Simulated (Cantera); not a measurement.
Charge: 1 mol CuO, a varied amount of CH₄, 1.6 mol N₂, equilibrated at 2048.15 K and 0.000280 bar.

Cantera equilibrium calculation (NASA polynomials, part measured and part estimated; ideal gas, pure solids and liquids). Candidate condensed phases: C, C₆H₆, C₇H₈, C₈H₁₈, Cu, CuO, Cu(OH)₂, Cu₂O, H₂O; 139 gas species. The numbers say what is thermodynamically allowed, not how fast it happens.

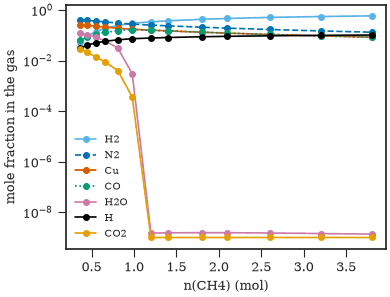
Equilibrium gas composition (values under 1e-9 drawn at 1e-9)

**Question.** Read off the mole fractions at 0.81 mol CH₄.

**Answer.** N₂ about 0.31, H₂ about 0.25, Cu about 0.19, CO about 0.15, H about 0.066, H₂O about 0.031, CO₂ about 0.0040.
